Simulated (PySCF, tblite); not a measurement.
# C₄H₉S radical: geometry, infrared bands and EPR parameters

Wanted: the infrared bands and EPR parameters of C₄H₉S radical (`CC[C](C)S`), by calculation.

Programs: tblite 0.8.0 and PySCF 2.14.0, with density-fitted response routines of our own. Each step states its level of theory. These are calculated values for one molecule in the gas phase, unless marked as measured. Atoms count from 0, in the outputs and in this text.

**1. The molecule as given**

14 atoms, charge 0, multiplicity 2; geometry from: force field or distance geometry start.

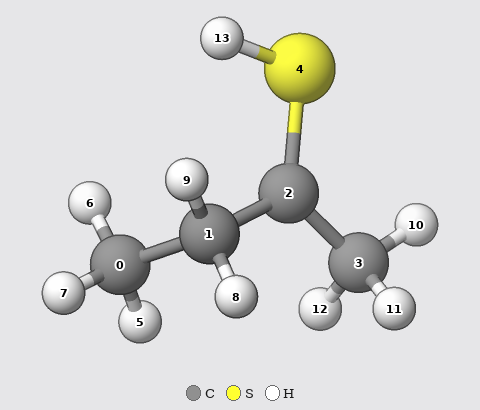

The starting geometry (carbon grey, sulfur yellow, hydrogen white), atoms numbered.

**2. Relaxing the molecule with GFN2-xTB**

The job: settings as JSON, then the geometry in Å.

```
{"job": {"kind": "relax", "xc": "GFN2-xTB", "basis": "xTB"}, "charge": 0, "multiplicity": 2}
C      1.629000    -0.100700    -0.491200
C      0.298000     0.662600    -0.591100
C     -0.685000     0.178900     0.438300
C     -1.525800    -1.013500     0.116200
S     -0.852100     0.971300     1.975700
H      1.473500    -1.170200    -0.667000
H      2.085700     0.032900     0.489400
H      2.327100     0.279400    -1.240400
H     -0.110900     0.532700    -1.586300
H      0.490300     1.729900    -0.457000
H     -2.256000    -1.239900     0.911400
H     -2.084500    -0.871000    -0.804200
H     -0.893600    -1.901800     0.015300
H      0.103700     1.908800     1.823900
```

The run is started by

```bash
> OMP_NUM_THREADS=1 python probes_run.py task.json out
```

This one command runs all jobs of the session in turn.

**Question.** This job is followed by: GFN2-xTB harmonic vibrations, gas phase; UKS B3LYP, pcH-1 on C H S, non-relativistic, mean-field spin-orbit, GIAO. Predict these results of the whole session: strongest single infrared mode (GFN2-xTB); zero-point energy (GFN2-xTB); g(iso) (B3LYP); ⟨S²⟩; largest a(iso) (averaged by class); surface potential, least and greatest.

As calculated:

| quantity | value |
| --- | --- |
| strongest single infrared mode (GFN2-xTB) | 2376 cm⁻¹, 129 km/mol |
| zero-point energy (GFN2-xTB) | 72.6 kcal/mol |
| g(iso) (B3LYP) | 2.00393 |
| ⟨S²⟩ | 0.754 (exact 0.75) |
| largest a(iso) (averaged by class) | 13C on C2, 142.4 MHz |
| surface potential, least and greatest | -0.82 V and 1.15 V |

Over 67 steps the energy fell by 0.075 eV; of the close pairs, C3–H10 changed most, 1.103 to 1.088 Å. No mode is imaginary among the 36: a minimum at this level. The strongest single mode, at 2376 cm⁻¹, moves mainly H13. Unscaled tight-binding wavenumbers are off by several per cent, some by more. Its intensities can rank the bands wrongly. Most of the unpaired spin sits on C2 (0.84 e). The isotropic g lies 1.6 ppt above the free-electron value.
